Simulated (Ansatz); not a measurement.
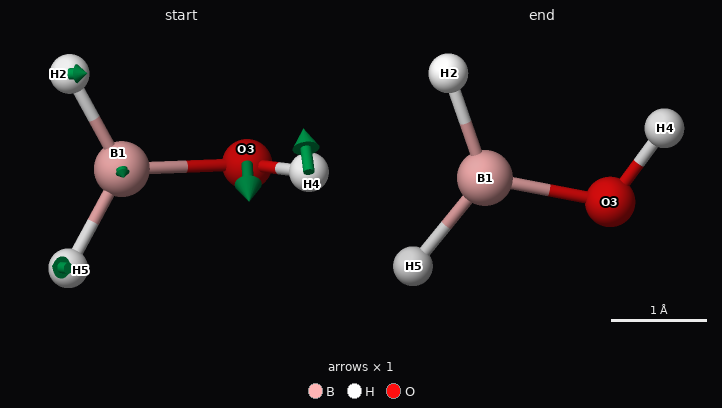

The structure of BH3O before (left) and after (right) a relaxation, at one scale. The green arrows give the displacements, at their true length.

Style: ball-and-stick. Shown face on.

The run prepares the start of a later molecular dynamics calculation, from a guessed geometry.

Method: RKS BLYP-D4/def2-SVP in Ansatz 0.2.0. Settings: no spin polarisation; force threshold 0.02 eV/Å; at most 40 steps.

Question: Describe what moved and what it gained.

Answer: H4 moves most after the best rigid fit: 0.53 Å. By element the largest moves are H 0.53 Å, O 0.53 Å, B 0.11 Å. Some distances before and after: B1–O3 1.410 → 1.358 Å, O3–H4 1.010 → 0.977 Å, B1–H2 1.190 → 1.219 Å, B1–H5 1.190 → 1.213 Å. Among the angles between lasting bonds that change: O3–B1–H5 120.0° → 116.1°, B1–O3–H4 109.5° → 113.3°, H2–B1–H5 120.0° → 122.7°. Groups turn about B1–O3 by about 90°. Over 9 geometry steps the energy falls by 18.3 kcal/mol. The largest force component goes from 1.6 to 0.0017 eV/Å.
